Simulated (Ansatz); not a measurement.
# Molecular dynamics of C₃H₁₂O₄Si₂ (part 4 of 4)

C₃H₁₂O₄Si₂; RKS PBE/STO-3G (Ansatz 0.2.0). It belongs to a series of runs on one base structure; here: dynamics from the start.

Geometry of the input (Å):
```
Si -0.3238  -0.3052  -0.1185
O  -0.6639  -0.9521  1.4242
Si -0.6467  0.1636  2.7353
H  -1.7787  1.0895  2.6869
H  -0.7595  -0.6526  3.9366
H  0.5857  0.9491  2.8042
O  1.2981  0.2504  -0.3211
C  2.2414  -0.8674  -0.1562
H  2.0639  -1.7117  -0.8697
H  3.2610  -0.4651  -0.3555
H  2.2482  -1.2992  0.8781
O  -1.1447  1.1840  -0.4480
C  -2.5753  0.9526  -0.6971
H  -3.1248  0.5180  0.1782
H  -3.0329  1.9455  -0.9125
H  -2.7771  0.2935  -1.5797
O  -0.6061  -1.5791  -1.2545
C  -1.5703  -2.5682  -0.7446
H  -1.4717  -2.7642  0.3520
H  -2.6335  -2.2709  -0.9388
H  -1.3888  -3.5239  -1.2897
```

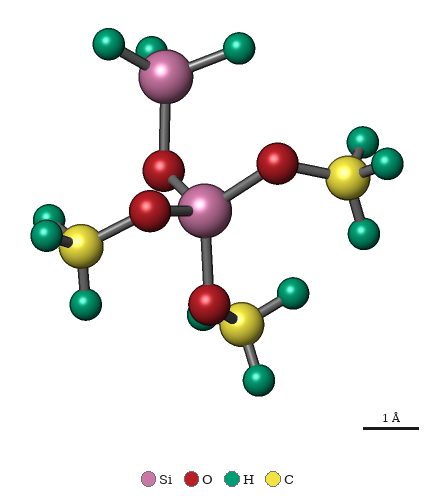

Figure 1. The geometry at step 117 of the log (ball-and-stick view, seen at a tilt).

Trajectory as extended XYZ, continued
```
21
Properties=species:S:1:pos:R:3:forces:R:3 step=91 time_fs=45.5 energy=-26895.18322 temperature=271.8
Si   -0.3627   -0.3112   -0.0979    0.4996  -1.6509   0.3902
O    -0.4816   -0.9560    1.4911   -0.3227   0.4545  -0.0820
Si   -0.6252    0.2771    2.7056    0.1214   0.0411  -0.0020
H    -1.5722    1.3763    2.4053    0.2529  -0.3938   0.1039
H    -1.0939   -0.4770    3.8532   -0.0770   0.0894   0.2381
H     0.6825    0.8793    3.0434   -0.3198  -0.1314  -0.1390
O     1.2423    0.2187   -0.3514    0.8006   0.6551  -0.0494
C     2.1615   -0.9215   -0.1273   -0.7798   0.3746  -1.4550
H     1.9561   -1.7012   -0.8802   -0.3377  -0.8339  -0.0077
H     3.1940   -0.6437   -0.3787    0.5575   0.7374   0.4769
H     2.0751   -1.3392    0.8788    0.2294  -0.4240   0.8318
O    -1.2345    1.1368   -0.2598   -0.1844   0.9626  -0.2697
C    -2.6334    0.9861   -0.7048    0.8246  -0.2905  -0.2083
H    -3.3233    0.9631    0.1797   -0.1569  -0.2133  -0.2959
H    -2.9014    1.8573   -1.3531    0.0061   0.0275   0.2127
H    -2.7110    0.0721   -1.3410   -0.7584   0.0446   0.1186
O    -0.4422   -1.6832   -1.1839   -0.5407   0.1638  -0.0057
C    -1.6050   -2.5717   -1.0157   -0.3956  -1.1257   0.3605
H    -1.4929   -3.3448   -0.1472   -0.2236   1.3683  -0.6460
H    -2.6025   -2.0043   -0.9057    0.8662  -0.9039  -0.0915
H    -1.6590   -3.2703   -1.9256   -0.0618   1.0485   0.5197
21
Properties=species:S:1:pos:R:3:forces:R:3 step=98 time_fs=49.0 energy=-26894.97623 temperature=188.1
Si   -0.3689   -0.3106   -0.0834    0.7881  -2.5329   0.0318
O    -0.4843   -0.9639    1.5007   -0.2469   0.6057   0.0815
Si   -0.6194    0.2886    2.7090    0.2566   0.5526  -1.1005
H    -1.6441    1.3283    2.4226    0.6401  -0.2311   0.0012
H    -1.1027   -0.3987    3.8153   -0.6193  -0.9382   1.5860
H     0.6896    0.8430    3.1216   -0.3816   0.0792  -0.3787
O     1.2316    0.2018   -0.3687    1.1015   0.9582   0.3401
C     2.1709   -0.9132   -0.1230   -0.7189  -1.1537  -0.5147
H     1.9306   -1.6860   -0.9024    0.0811  -0.4699   0.4809
H     3.2247   -0.6406   -0.3836   -0.2110   0.5941   0.6308
H     2.0978   -1.4163    0.9178    0.2538   0.7639  -1.0974
O    -1.2372    1.1076   -0.2673   -0.3978   1.6223  -0.1566
C    -2.6416    0.9968   -0.7075    1.1239  -1.9596   0.7982
H    -3.3416    0.9533    0.1886    0.1807  -0.0342  -0.7413
H    -2.8595    1.8550   -1.3341   -0.4592   1.0322  -0.5266
H    -2.7058    0.0687   -1.3404   -0.9139   0.3942   0.1609
O    -0.4343   -1.6811   -1.2001   -0.1295   0.6952   0.2646
C    -1.5922   -2.5540   -1.0252   -0.2401   0.5802   0.9442
H    -1.5221   -3.2937   -0.2027    0.2273   0.0783   0.7986
H    -2.5508   -2.0040   -0.8933   -0.2458  -0.1238  -0.0178
H    -1.6908   -3.1947   -1.8869   -0.0893  -0.5126  -1.5852
21
Properties=species:S:1:pos:R:3:forces:R:3 step=104 time_fs=52.0 energy=-26895.08031 temperature=230.0
Si   -0.3716   -0.3183   -0.0708    0.9930  -2.5532  -0.3519
O    -0.4881   -0.9673    1.5093   -0.1913   0.5967   0.2500
Si   -0.6139    0.2996    2.7092   -0.8429  -1.7371   1.0847
H    -1.6528    1.2687    2.4370    0.1217   0.5799  -0.2751
H    -1.1553   -0.4005    3.9015    0.3272   0.1566  -0.4796
H     0.6642    0.8193    3.1561    0.2378   0.4260  -0.2969
O     1.2287    0.1928   -0.3816    0.9228   0.9061   0.5434
C     2.1734   -0.9135   -0.1245   -0.1544  -0.8800  -1.4182
H     1.9140   -1.7194   -0.8836    0.5777   0.1017   0.4884
H     3.2390   -0.5829   -0.3333   -0.8202   0.0687   0.2598
H     2.1387   -1.4255    0.8766   -0.0850   0.5122   0.0578
O    -1.2418    1.0917   -0.2747   -0.4736   1.5163  -0.1260
C    -2.6401    0.9936   -0.7056    0.8587   0.7664  -1.1265
H    -3.3477    0.9409    0.1393   -0.4106   0.1491   0.4771
H    -2.8590    1.9250   -1.3502    0.0255  -1.0512   0.8311
H    -2.7829    0.0949   -1.3292   -0.5021  -0.2297  -0.4717
O    -0.4286   -1.6754   -1.2125   -0.0103   0.9752   0.4696
C    -1.5831   -2.5370   -1.0281   -0.0181  -0.3977  -1.2029
H    -1.5295   -3.2331   -0.1916    0.4466  -0.8068   0.9457
H    -2.5235   -2.0183   -0.8846   -1.2362   0.7803   0.0756
H    -1.7229   -3.1512   -1.9597    0.2336   0.1204   0.2655
21
Properties=species:S:1:pos:R:3:forces:R:3 step=111 time_fs=55.5 energy=-26895.03648 temperature=212.5
Si   -0.3709   -0.3368   -0.0575    1.0288  -1.7448  -0.7211
O    -0.4939   -0.9671    1.5212   -0.1351   0.4543   0.3824
Si   -0.6106    0.3060    2.7134   -1.2510  -2.2127   1.9166
H    -1.6487    1.2593    2.4248   -0.0045   0.7305  -0.3255
H    -1.1833   -0.3896    3.9560    0.7239   0.5362  -1.2979
H     0.6580    0.8358    3.1637    0.3342   0.4182  -0.2968
O     1.2313    0.1882   -0.3931    0.3577   0.5518   0.5233
C     2.1740   -0.9203   -0.1383   -0.5480   0.4289  -0.5279
H     1.9525   -1.7578   -0.8236    0.4784  -0.3149  -0.6178
H     3.1876   -0.5051   -0.2538    0.4220  -0.0328  -0.5331
H     2.1756   -1.3889    0.8493   -0.4208  -0.0183   1.2452
O    -1.2502    1.0832   -0.2843   -0.1268   0.8271  -0.1556
C    -2.6322    0.9938   -0.7117   -0.9136  -0.4683  -0.4146
H    -3.3858    0.9427    0.1213    0.3247   0.2244   0.2697
H    -2.8597    1.9187   -1.2980   -0.0276  -0.0788   0.0576
H    -2.9190    0.1135   -1.3570    0.4669   0.3077  -0.0687
O    -0.4222   -1.6623   -1.2238   -0.2315   0.8753   0.5335
C    -1.5756   -2.5203   -1.0388   -1.9192  -0.6137   0.4661
H    -1.4960   -3.2223   -0.1121    0.0860   0.4514  -1.3802
H    -2.5826   -1.9758   -0.8716    0.9987  -0.3710  -0.2037
H    -1.7355   -3.0937   -2.0189    0.3570   0.0494   1.1487
21
Properties=species:S:1:pos:R:3:forces:R:3 step=117 time_fs=58.5 energy=-26895.15110 temperature=258.8
Si   -0.3669   -0.3587   -0.0484    0.8097  -0.6779  -0.9290
O    -0.4996   -0.9643    1.5335   -0.1078   0.2586   0.3984
Si   -0.6118    0.3047    2.7229   -0.5054  -0.0390   0.1804
H    -1.6411    1.3135    2.3863    0.5862  -0.0606  -0.0279
H    -1.1478   -0.3385    3.8983   -0.0073  -0.3185   0.2917
H     0.6795    0.8867    3.1418   -0.2737   0.0036  -0.4311
O     1.2357    0.1876   -0.4000   -0.0945   0.0897   0.3179
C     2.1710   -0.9242   -0.1539    0.0360   0.2004   1.7021
H     2.0308   -1.8105   -0.8148    0.2589   0.1314  -0.4026
H     3.1667   -0.4440   -0.2273    0.4274  -0.3864  -0.6120
H     2.1712   -1.3505    0.9156   -0.3989   0.4399  -0.7635
O    -1.2581    1.0809   -0.2933    0.3949   0.1255  -0.1647
C    -2.6313    0.9911   -0.7203   -1.8306  -1.4347   0.8551
H    -3.3957    0.9629    0.1338    0.7981  -0.0002  -0.1924
H    -2.8637    1.9044   -1.2448   -0.2248   1.3300  -0.8557
H    -2.9997    0.1498   -1.3920    0.9083   0.2856   0.1799
O    -0.4180   -1.6459   -1.2305   -0.3621   0.6393   0.4233
C    -1.5817   -2.5100   -1.0454   -0.9133   0.8738   1.4848
H    -1.4565   -3.1885   -0.1437   -0.1333  -0.0876  -0.7262
H    -2.5684   -1.9597   -0.8754    0.6529  -0.3073  -0.0868
H    -1.7166   -3.0457   -1.9822   -0.0207  -1.0657  -0.6416
21
Properties=species:S:1:pos:R:3:forces:R:3 step=124 time_fs=62.0 energy=-26895.10562 temperature=240.8
Si   -0.3592   -0.3865   -0.0414    0.4537   0.8004  -0.8268
O    -0.5070   -0.9594    1.5505   -0.0764  -0.0283   0.2559
Si   -0.6147    0.3032    2.7340    0.3174   1.3466  -1.4324
H    -1.5739    1.3712    2.3391    0.4367  -0.4250   0.2018
H    -1.1124   -0.3184    3.8746   -0.5796  -0.8496   1.5302
H     0.6780    0.9458    3.0724   -0.3412  -0.2884  -0.2428
O     1.2403    0.1875   -0.4059   -0.4547  -0.2015   0.0056
C     2.1691   -0.9265   -0.1590    1.3070   0.5177   0.7685
H     2.1456   -1.8492   -0.8388   -0.2880   0.9010   0.4066
H     3.1776   -0.4182   -0.2574   -0.3020  -0.7388  -0.1650
H     2.1267   -1.2690    0.9256   -0.0455  -0.1868  -0.6306
O    -1.2646    1.0789   -0.3051    0.8106  -0.5090  -0.1848
C    -2.6453    0.9805   -0.7250   -0.7387   2.3225  -0.3062
H    -3.3382    0.9843    0.1404   -0.3187  -0.3223   0.4790
H    -2.8821    1.9818   -1.2476    0.2869  -1.0390   0.3914
H    -3.0055    0.2085   -1.4238    0.3745  -0.7433  -0.3758
O    -0.4157   -1.6228   -1.2355   -0.6331  -0.0207   0.1298
C    -1.5950   -2.4916   -1.0445    1.5356  -0.0347  -1.6804
H    -1.4205   -3.1752   -0.2306   -0.0658  -1.1488   1.2648
H    -2.5129   -1.9578   -0.8843   -1.5465   0.7054   0.2879
H    -1.6946   -3.0846   -1.9841   -0.1322  -0.0574   0.1233
21
Properties=species:S:1:pos:R:3:forces:R:3 step=130 time_fs=65.0 energy=-26895.10326 temperature=239.1
Si   -0.3510   -0.4079   -0.0381    0.1213   1.9185  -0.3839
O    -0.5138   -0.9552    1.5665   -0.0417  -0.2830  -0.0288
Si   -0.6167    0.3056    2.7399   -0.2759  -0.3524   0.4904
H    -1.4794    1.3877    2.3143   -0.4641   0.0997   0.0712
H    -1.1245   -0.3663    3.9696    0.2901   0.4366  -0.5961
H     0.6495    0.9731    2.9906    0.3395  -0.1870   0.1386
O     1.2417    0.1864   -0.4108   -0.5303  -0.1349  -0.2065
C     2.1763   -0.9243   -0.1573    0.9165   1.3691  -0.6418
H     2.2196   -1.8128   -0.8328   -0.8284  -0.0951  -0.0384
H     3.1714   -0.4564   -0.3005    0.3925   0.0035   0.2641
H     2.0822   -1.2146    0.8847    0.2531  -0.9556   1.0897
O    -1.2656    1.0745   -0.3162    0.9080  -0.6945  -0.1923
C    -2.6639    0.9852   -0.7302    0.2212   1.2898  -0.1573
H    -3.3064    0.9746    0.1783   -0.5678  -0.4698   0.0017
H    -2.8788    1.9826   -1.2296    0.0164  -0.5804   0.1949
H    -2.9698    0.2061   -1.4736    0.1318  -0.2015   0.2755
O    -0.4174   -1.6030   -1.2389   -1.0168  -0.8642  -0.2260
C    -1.5976   -2.4757   -1.0522    0.4251  -1.4228  -0.3238
H    -1.4014   -3.2426   -0.2232   -0.5229   0.8034  -0.2925
H    -2.5655   -1.9144   -0.8726    0.3996  -0.5726  -0.0726
H    -1.6880   -3.1323   -1.9866   -0.1672   0.8934   0.6344
21
Properties=species:S:1:pos:R:3:forces:R:3 step=137 time_fs=68.5 energy=-26894.93000 temperature=169.4
Si   -0.3410   -0.4254   -0.0356   -0.3014   2.5602   0.1910
O    -0.5221   -0.9524    1.5849   -0.0343  -0.5084  -0.4427
Si   -0.6199    0.3072    2.7483   -0.1710  -0.5521   0.9127
H    -1.4185    1.4163    2.2937   -0.8311   0.1685   0.1026
H    -1.1113   -0.3794    4.0241    0.4891   0.8534  -1.2378
H     0.6514    0.9835    2.9103    0.5061  -0.2390   0.3804
O     1.2400    0.1842   -0.4179   -0.0995  -0.0768  -0.1286
C     2.1924   -0.9102   -0.1577    0.2358   0.6887   0.9354
H     2.2180   -1.7839   -0.8334   -0.9088  -0.5792  -0.3042
H     3.2050   -0.4992   -0.3224    0.3897   0.4465   0.5024
H     2.0610   -1.2405    0.9166    0.6262  -0.3226  -0.5139
O    -1.2608    1.0648   -0.3305    0.6347  -0.4904  -0.1205
C    -2.6833    0.9989   -0.7357    1.0338  -1.9307   1.3035
H    -3.3213    0.9163    0.2107   -0.0415  -0.2184  -1.0255
H    -2.8798    1.9509   -1.2011   -0.5201   1.3498  -0.6371
H    -2.9151    0.1867   -1.4998   -0.1460   0.4534   0.6952
O    -0.4262   -1.5858   -1.2446   -1.0540  -1.4123  -0.5367
C    -1.5968   -2.4682   -1.0631   -0.3182  -0.4328   1.4114
H    -1.4296   -3.2462   -0.2339   -0.2759   0.9606  -0.2791
H    -2.5908   -1.9183   -0.8664    0.9970  -0.7196  -0.2426
H    -1.6989   -3.1096   -1.9454   -0.2108   0.0013  -0.9656
```

Summary

- outcome: finished
- mean temperature over the second half: 227 K
- trajectory: 137 steps, 68.5 fs
- ensemble: nve
- temperature in the input: 500.0 K
- time step: 0.5 fs
- potential energy (last step): −26894.9300 eV
- mean-field energy (last step): −26894.9300 eV
- largest force (length of the vector) (last step): 2.585 eV/Å
- hardware: 1 thread of Arm Neoverse N1, 24 GiB of memory available, shared host
- wall time: 30 min
- peak memory: 0.14 GiB

Remarks

So short a trajectory is not equilibrated.
